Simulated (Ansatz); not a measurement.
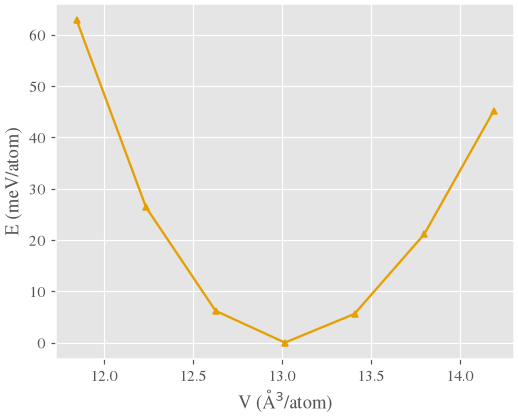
Figure: TeO₂ (fluorite, space group No. 225) under volume change, DFT-PBE in the program Ansatz with PAW potentials, scaled uniformly.

Q: What does a third-order Birch–Murnaghan fit give for V₀, B₀ and B′?

A: V₀ = 13.02 Å³/atom, B₀ = 161 GPa, B′ = 4.5.

Space group Fm-3m (fluorite). A made-up cell: these elements were put on the sites of a structure type; neither database checked (COD, Materials Project) lists it. COD files the formula under space group No. 19, 61, 92, 136, so this cell is another polymorph or a model. Whether it is the stable phase at ambient conditions was not checked. Symmetry was held in the PBE relaxation; whether a distortion lowers the energy is not shown. Spin–orbit coupling is left out wherever it is not named.

Potentials: the later of the program's two PAW sets.
